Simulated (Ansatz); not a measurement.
## Pt: pressure series

The reference is Pt in the fcc (Cu type) structure (space group Fm-3m, No. 225).

```
CELL_PARAMETERS angstrom
      0.00000     1.95913     1.95913
      1.95913     0.00000     1.95913
      1.95913     1.95913     0.00000
ATOMIC_POSITIONS crystal
  Pt 0.00000 0.00000 0.00000
```

Cell and atoms are relaxed at each pressure.

The values are results of PBEsol in Ansatz (plane waves to 420 eV, PAW, without spin-orbit coupling), not measurements.

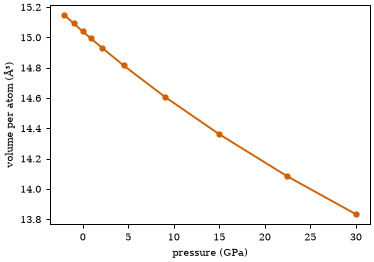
Fig. 1. Volume per atom against pressure

| pressure (GPa) | volume per atom |
|---|---|
| -2 | 15.15 Å³ |
| -1 | 15.09 Å³ |
| 0.9 | 14.99 Å³ |
| 2.1 | 14.93 Å³ |
| 4.5 | 14.81 Å³ |
| 9 | 14.61 Å³ |
| 15 | 14.36 Å³ |
| 22.5 | 14.08 Å³ |
| 30 | 13.83 Å³ |

Load acts through the strain it causes; cell and atoms are relaxed under it. Stability against distortions was not tested. Competing high-pressure phases were not computed. The final runs are not spin-polarised.

Ansatz is a program for electronic structure.
